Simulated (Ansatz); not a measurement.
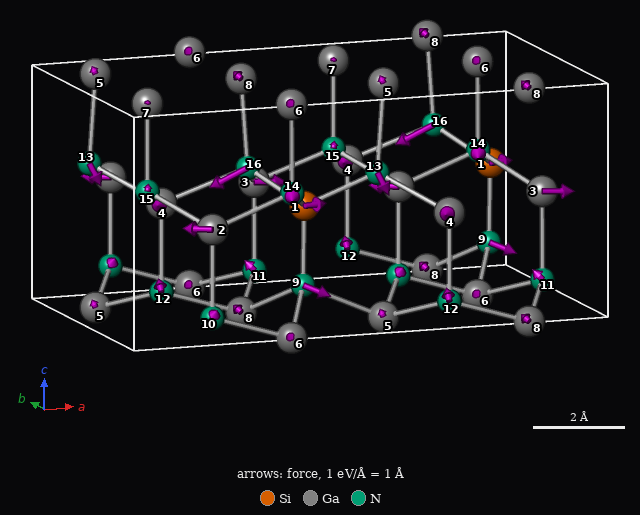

Starting geometry of a defect cell of composition Ga₇SiN₈ (cell charge +1) with the computed forces as purple arrows. The picture is a ball-and-stick view of the conventional cell (2 times the calculation's cell), seen slightly off an axis. Lengths and directions refer to the drawn axes.

Case: Si on a Ga site (b), charge +1, atoms relaxed at the host's cell.

All numbers below come from DFT PBE, scalar-relativistic, plane waves, PAW in Ansatz 0.2.0. (plane-wave cutoff 420 eV; k-point mesh 3 × 3 × 3; occupations gaussian; smearing width 0.01 eV; no spin polarisation; atoms relaxed in a fixed cell; force threshold 0.025 eV/Å; at most 45 steps)

Question: Is this structure relaxed? If not, where do the atoms go?

Answer: It isn't relaxed: the largest force vector, on N16, is 1.02 eV/Å. The atoms end up moving mostly along the starting forces (cosine between the two patterns 0.87). The energy falls by 0.134 eV per cell of the calculation in 3 accepted moves (4 points after the start). The largest force component goes from 0.88 to 0.0062 eV/Å. 1 step only repeated the SCF at the same geometry. The atom that moves furthest is N16 (0.073 Å along [−1 1 −2]). Largest moves by element: N 0.073 Å, Ga 0.038 Å, Si 0.029 Å. The lattice vectors keep their values. Some distances before and after: Ga5–N9 2.063 → 2.013 Å, Ga4–N16 2.094 → 2.048 Å, Ga8–N16 1.992 → 2.036 Å, Ga5–N13 2.004 → 2.035 Å. Among the angles between lasting bonds that change: Ga3–N16–Ga4 101.3° → 105.8°, Ga2–N13–Ga4 102.3° → 105.8°, N13–Si1–N16 106.7° → 109.6°.

Limits of the set-up: the periodic images lie only 5.2 Å apart, so the values are limited by the cell's size; the cell is charged, on a uniform background, and energies carry no finite-size correction.
